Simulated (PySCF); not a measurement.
**C$_{9}$H$_{13}$N (SMILES C=C(C#N)C(=C)C(C)(C)C): density, localisation and related maps**

The calculation's input:

```
{"job": {"kind": "nmr", "xc": "PBE0", "basis": "pcSseg-1"}, "charge": 0, "multiplicity": 1}
C      2.093440    -1.564762    -1.190050
C      1.568826    -0.707747    -0.310389
C      2.123287    -0.658806     0.992991
N      2.609672    -0.630522     2.031425
C      0.460328     0.213457    -0.653152
C      0.576564     0.939904    -1.758137
C     -0.729957     0.268800     0.289958
C     -1.008597    -1.129098     0.856574
C     -1.988803     0.755293    -0.435888
C     -0.411908     1.240788     1.434950
H      2.913360    -2.213024    -0.929911
H      1.702574    -1.640813    -2.190337
H     -0.182379     1.624879    -2.088576
H      1.461074     0.885687    -2.371358
H     -1.896933    -1.103885     1.483686
H     -0.180083    -1.485097     1.464530
H     -1.178637    -1.841717     0.051037
H     -1.897633     1.797758    -0.728732
H     -2.846541     0.670166     0.227551
H     -2.179768     0.154664    -1.322439
H     -0.176922     2.226764     1.039155
H     -1.271030     1.329168     2.096201
H      0.435313     0.895127     2.020989
```

Command:

```sh
OMP_NUM_THREADS=1 python probes_run.py task.json out
```

Geometry: GFN2-xTB.

The calculation used PySCF 2.14.0, PBE0/pcSseg-1, SCF density, gas phase, non-relativistic.

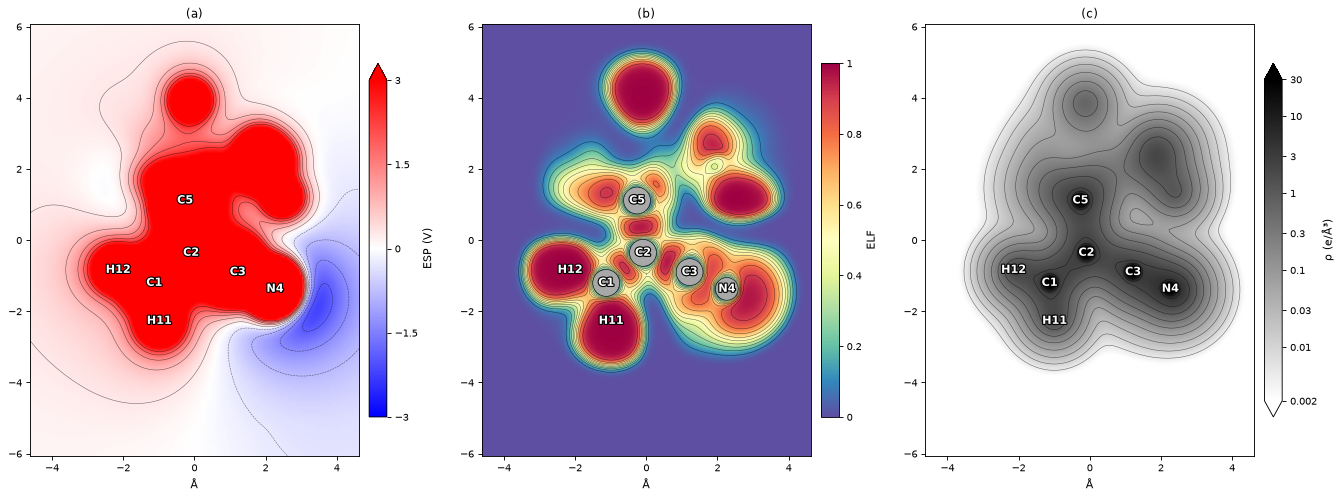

Figure 1. (a) molecular electrostatic potential; (b) ELF; (c) electron density on the plane of atoms C1, C2 and C3. Grey discs cover the atomic cores in the ELF map.

Describe what can be read from this map.

Answer. The plane passes through C, N and H nuclei.
C–N (1.15 Å): ρ at the midpoint is about 3.5 e/Å³; the ELF peaks at about 0.85 between the atoms (a short, multiple covalent bond).
C–C (1.34 Å): the density is about 2.3 e/Å³ at the midpoint; the ELF peaks at about 0.90 between the atoms: a multiple bond.
C–H (1.08 Å): ρ at the midpoint is about 2.1 e/Å³; the ELF climbs to about 1 towards the hydrogen, as it does in any bond to H: an ordinary covalent bond to hydrogen.
C–C (1.42 Å): ρ at the midpoint is about 1.9 e/Å³; the ELF peaks at about 0.95 between the atoms, as expected for a covalent bond.
C–C (1.48 Å): the density is about 1.8 e/Å³ at the midpoint; the ELF peaks at about 0.95 between the atoms, as expected for localised, covalent bonding.
The ELF also peaks beside N4, away from the bonds: lone-pair regions.
Outside the dense part of the molecule the potential is most negative (−2.2 V) near N4.

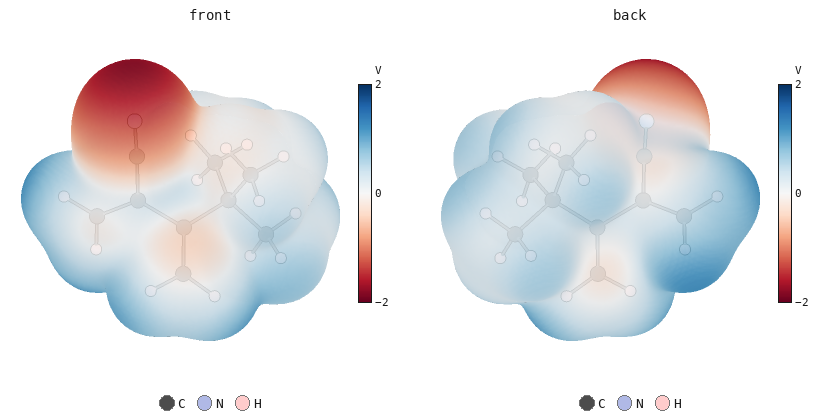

Figure 2. The molecular electrostatic potential painted on the density surface at 0.002 e/bohr³, seen from the front and from behind; red is negative and blue positive.

Which sites attract a positive test charge, and which a negative one?

Answer. A positive charge is drawn to the negative regions and a negative charge to the positive ones. The most negative region (about −1.8 V) lies over N4, the most positive (about +1.2 V) over H11 and H12. N4 is the likeliest acceptor of a hydrogen bond.
